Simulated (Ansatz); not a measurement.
# CH$_{7}$SSbSi (SMILES C[SiH2][S][SbH2]): what the fields show

Input

```
crystal:
  periodic: [false, false, false]
  atoms:
    - { symbol: C, position_ang: [-0.6805, 1.9736, 0.3924] }
    - { symbol: Si, position_ang: [-0.5521, 0.2275, -0.1223] }
    - { symbol: S, position_ang: [1.5021, -0.244, -0.3375] }
    - { symbol: Sb, position_ang: [1.1131, -2.554, -0.9518] }
    - { symbol: H, position_ang: [-0.2129, 2.1766, 1.332] }
    - { symbol: H, position_ang: [-0.2741, 2.6836, -0.3966] }
    - { symbol: H, position_ang: [-1.7784, 2.2678, 0.4895] }
    - { symbol: H, position_ang: [-1.192, 0.0306, -1.4126] }
    - { symbol: H, position_ang: [-1.1482, -0.6111, 0.9506] }
    - { symbol: H, position_ang: [2.7122, -3.0441, -0.6498] }
    - { symbol: H, position_ang: [0.576, -2.9636, 0.7267] }
basis:
  gaussian: { orbitals: def2-SVP }
hamiltonian:
  xc: pbe
  dispersion: d4
relax:
  f_tol: 0.015
  max_steps: 40
output:
  orbitals: {}
```

Run with:

```sh
ansatz run input.yaml --threads 2 --pin off --max-ram 3072MiB --backend cpu --events-out ev --progress --plain --runs-dir out
```

The fields are those of the run's last geometry, not of the input's.

Core potentials replace the inner electrons of Sb.

The calculation used RKS PBE-D4/def2-SVP in Ansatz 0.2.0.

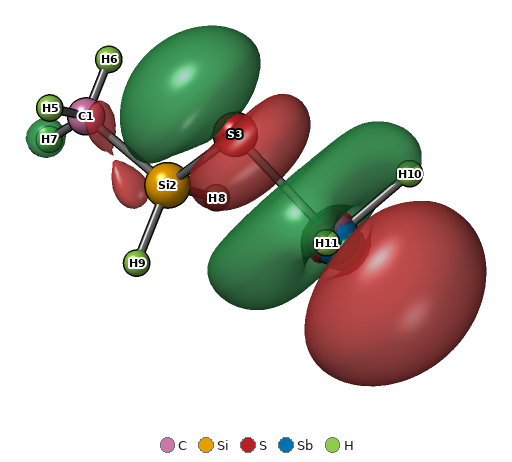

Figure 1. The LUMO at ±0.06 Å⁻³ᐟ² (green and red are the two phases), seen at an oblique angle.

Question: Describe this orbital and give its energy.

Answer: It lies mainly on Sb4 (about 60 %) and S3 (about 30 %). Its energy is −2.07 eV.

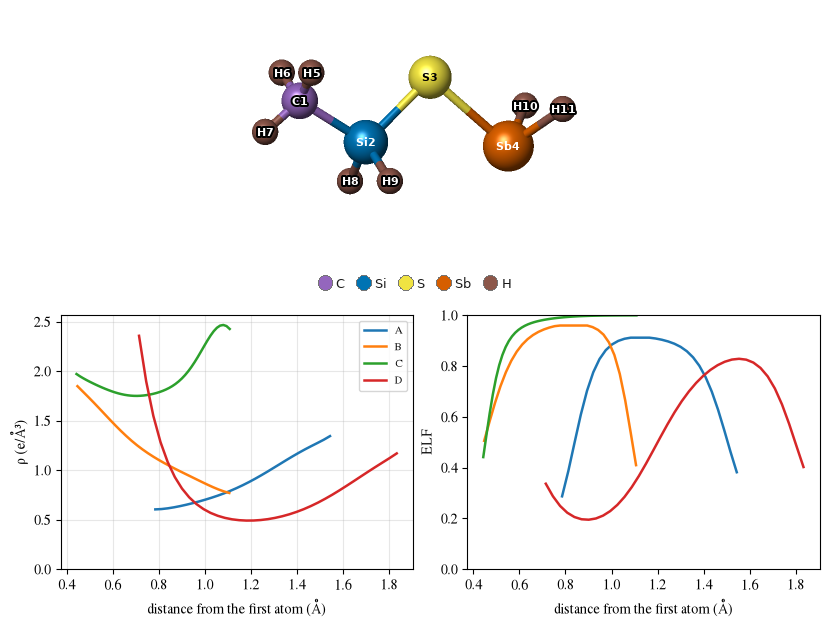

Figure 2. Electron density and ELF along straight lines between neighbouring atoms. The curves leave out the atomic cores. The structure is drawn too.

Question: Which curve belongs to which contact (C–H, C–Si, Sb–S and Si–S)? The first atom named is at distance zero.

Answer: Curve A: Si–S (2.17 Å): ρ at the midpoint is about 0.77 e/Å³; the ELF peaks at about 0.90 between the atoms; localised, covalent bonding. Curve B: C–Si (1.88 Å): ρ is about 0.93 e/Å³ halfway; the ELF peaks at about 0.95 between the atoms (a covalent bond). Curve C: C–H (1.11 Å): the density is about 1.8 e/Å³ at the midpoint; the ELF climbs to about 1 towards the hydrogen, as it does in any bond to H (an ordinary covalent bond to hydrogen). Curve D: Sb–S (2.49 Å): the density is about 0.5 e/Å³ at the midpoint; the ELF peaks at about 0.85 in the valence shell of S, 0.9 Å from its nucleus, and drops to about 0.20 between the two atoms.

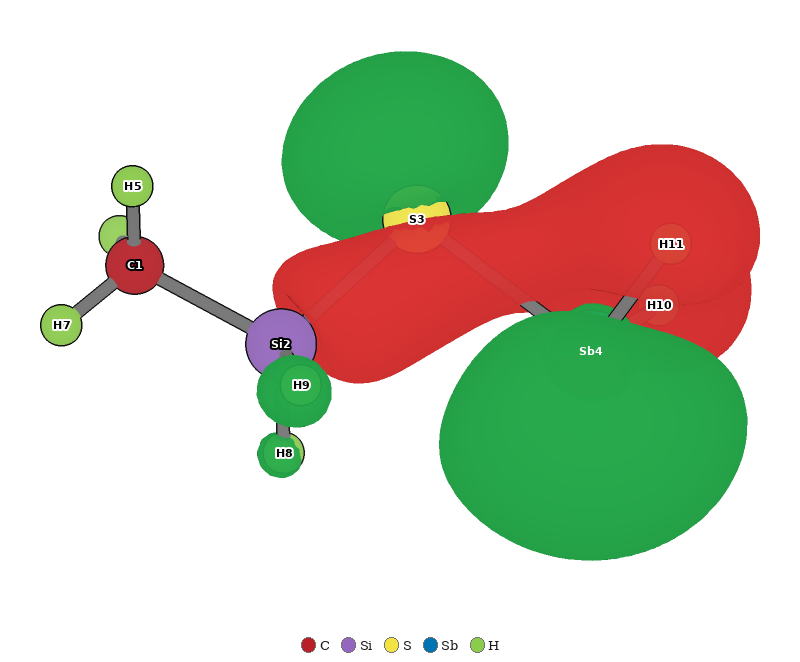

Figure 3. The HOMO−1 at ±0.06 Å⁻³ᐟ² (green and red are the two phases), seen at a tilt.

Question: What is the character of this orbital?

Answer: It lies mainly on Sb4 (about 55 %), S3 (about 25 %), H10 (about 5 %) and H11 (about 5 %). Its energy is −6.40 eV.
